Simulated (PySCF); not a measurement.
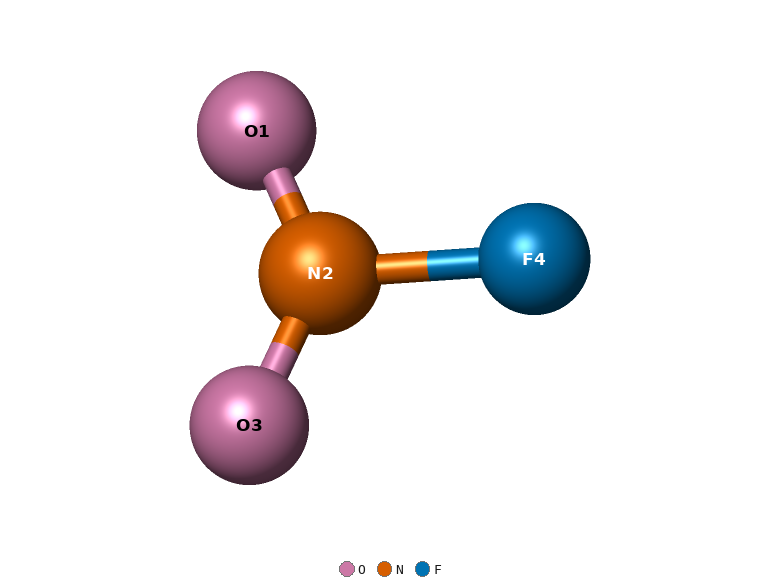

The geometry was computed by an optimisation with PBE0-D3(BJ)/def2-SVP. No frequency run is at hand to confirm it as a minimum. Properties computed with BHandHLYP/pcJ-1 indirect spin-spin coupling, non-relativistic, gas phase (PySCF 2.14.0). Isotopes: 19F, 15N, 17O.

Give the spin–spin coupling constants of these pairs, with the number of bonds between them: O1/N2, N2/O3, N2/F4, O1/O3, O1/F4, O3/F4.

| pair | bonds apart | J (Hz) |
| --- | --- | --- |
| O1, N2 | 1 | −43.9 |
| N2, O3 | 1 | −44.0 |
| N2, F4 | 1 | 221.1 |
| O1, O3 | 2 | 13.9 |
| O1, F4 | 2 | 73.8 |
| O3, F4 | 2 | 73.8 |

Density functionals are unreliable for couplings to fluorine, so those rows may be far off.
